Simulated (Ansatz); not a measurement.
How far to go with the plane-wave cutoff: YAlSi (Cm, 6 atoms in the cell)

```
CELL_PARAMETERS angstrom
      1.98017    -5.14346     0.00000
      1.98017     5.14346     0.00000
      0.00000     0.00000     5.67650
ATOMIC_POSITIONS crystal
  Y  0.30520 0.69480 0.25881
  Y  0.69480 0.30520 0.75000
  Al 0.00000 0.00000 0.50000
  Al 0.00000 0.00000 0.00000
  Si 0.40169 0.59831 0.75000
  Si 0.59831 0.40169 0.25000
```

Method of the run: LDA (PW92), default PAW files made with PBE (plane waves; Ansatz, a quantum-chemistry and plane-wave program).

Base settings: basis.ecutwfc = 420 eV; kpoints.mp_grid.grid = 6 6 3; hamiltonian.xc = lda; hamiltonian.pseudopotentials = {kind: paw} (the program's default PAW files); scf.occupations.method = fermi_dirac; scf.occupations.width = 0.1 eV.

The second cell is the first with its lattice scaled by 0.98.

The mesh stays at the base's, so the ladder's end is converged at best in this setting alone.

The first pressure column holds Ansatz's estimate of the finite-basis (Pulay) stress, which hides part of the cutoff error; the other is without it.

Only quantities that move along the ladder and can be compared are tabulated.

The count of work is k-points × plane waves × bands × iterations; it is no time. 

The starting cell comes from a database of computed structures (which also holds hypothetical and non-ambient phases and stackings), without a prior relaxation at this level. Its lattice was rescaled by up to half a per cent. One atom was moved a little off its site on purpose. Without a gap this mesh is coarse (it stands for a supercell whose shortest vector is 17 Å).

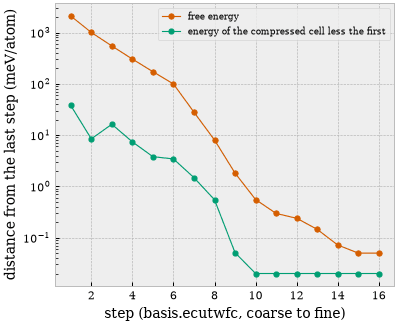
*Distance from the last step along the ladder; very small values are drawn at a floor.*

```tsv
basis.ecutwfc	free energy less the last step's (meV/atom)	energy of the compressed cell less the first (meV/atom)	pressure (GPa)	pressure without the Pulay estimate (GPa)	largest difference of a force vector from the last step's (eV/Å)	count of work / last
145 eV	2100.66	39.07	-0.11	-50.47	0.272	0.055
170 eV	1004.10	9.72	-0.48	-28.69	0.204	0.069
190 eV	547.44	17.54	-0.95	-18.28	0.153	0.080
210 eV	303.57	8.67	-1.63	-11.98	0.106	0.097
230 eV	172.60	5.07	-2.12	-8.22	0.050	0.11
250 eV	99.26	4.72	-2.25	-6.02	0.021	0.12
295 eV	27.96	2.76	-2.46	-3.83	0.021	0.16
335 eV	8.01	1.83	-2.62	-3.10	0.007	0.19
380 eV	1.81	1.33	-2.69	-2.81	0.000	0.23
420 eV	0.55	1.30	-2.69	-2.72	0.000	0.27
460 eV	0.30	1.30	-2.69	-2.69	0.000	0.30
505 eV	0.24	1.30	-2.69	-2.69	0.000	0.35
565 eV	0.15	1.29	-2.69	-2.69	0.000	0.42
630 eV	0.07	1.28	-2.69	-2.69	0.000	0.49
735 eV	0.04	1.28	-2.69	-2.69	0.000	0.62
840 eV	0.02	1.28	-2.69	-2.69	0.000	0.76
1010 eV	0.00	1.28	-2.69	-2.69	0.000	1.0
```

Coarsest basis.ecutwfc that holds the pressure within 0.2 GPa of the last step, with all finer ones: 335 eV, at 0.19 of the last step's count of work; the step before is off by 0.23 GPa.

Coarsest basis.ecutwfc that holds the forces within 0.005 eV/Å of the last step, with all finer ones: 380 eV, at 0.23 of the last step's count of work; the step before is off by 0.007 eV/Å.

Coarsest basis.ecutwfc that holds the free energy within 0.5 meV/atom of the last step, with all finer ones: 460 eV, at 0.30 of the last step's count of work; the step before is off by 0.55 meV/atom.

The energy difference between the two cells stays within 1 meV/atom of the last step's from 335 eV on, the total only from 420 eV on: much of the error is common to both cells and cancels.

Two neighbours can agree and both be off: 230 eV and 250 eV differ by 0.36 meV/atom in the energy of the compressed cell less the first, yet lie about 3.4 meV/atom from the last step.

At the lowest cutoff the pressure without the Pulay estimate lies 47.8 GPa under the last step's, the usual sign of Pulay stress in an incomplete plane-wave basis.

Keys are those of Ansatz 0.2.
